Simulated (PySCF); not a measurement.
C$_{3}$H$_{4}$BO (doublet)

```xyz
9

C     2.7042    0.2921    0.1050
C     1.5206    0.5435   -0.0492
B     0.1997    1.1253   -0.3056
O    -1.0648    0.8065   -0.3055
C    -1.6431   -0.4569    0.0102
H     3.7041    0.0065    0.2557
H    -2.3111   -0.3226    0.8628
H    -2.2209   -0.7938   -0.8524
H    -0.8750   -1.1945    0.2539
```

Geometry: GFN2-xTB.

Level of theory: UKS B3LYP, pcH-1 on B C H O, non-relativistic, mean-field spin-orbit, GIAO (PySCF 2.14.0, density-fitted response routines).

**Predict the electron density, electron localisation function and spin density between the atoms.**

C–C (1.22 Å): the density is about 2.7 e/Å³ at the midpoint; the ELF peaks at about 0.85 between the atoms (a multiple bond).
B–O (1.30 Å): the density is about 2.4 e/Å³ at the midpoint; the ELF peaks at about 0.90 between the atoms; a short, strongly polar bond.
C–O (1.42 Å): ρ is about 1.9 e/Å³ halfway, with its minimum of 1.7 e/Å³ about 0.5 Å from C; the ELF peaks at about 0.90 between the atoms; a polar covalent bond.
C–B (1.47 Å): ρ is about 1.6 e/Å³ halfway; the ELF peaks at about 0.95 between the atoms, as expected for a covalent bond.
The unpaired spin (1 electron) lies mostly on B3 (about 0.6) and C1 (about 0.2), in electrons by Hirshfeld's partition.

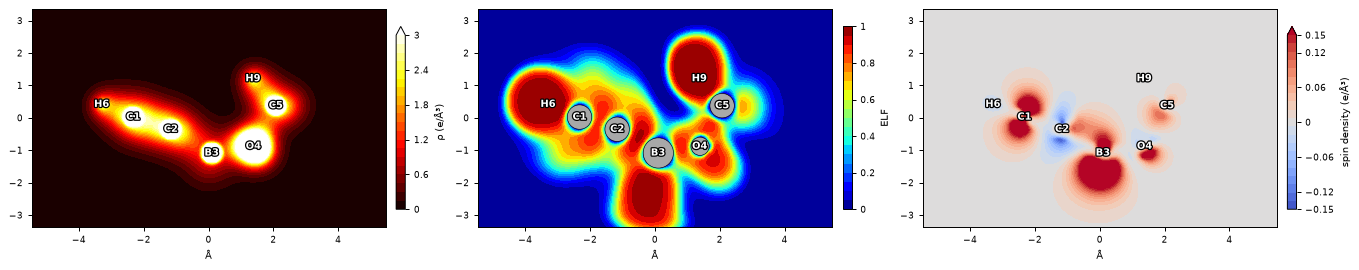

Computed electron density, electron localisation function and spin density on the plane of atoms C1, C2 and B3, in this order. Grey discs cover the atomic cores in the ELF map. 
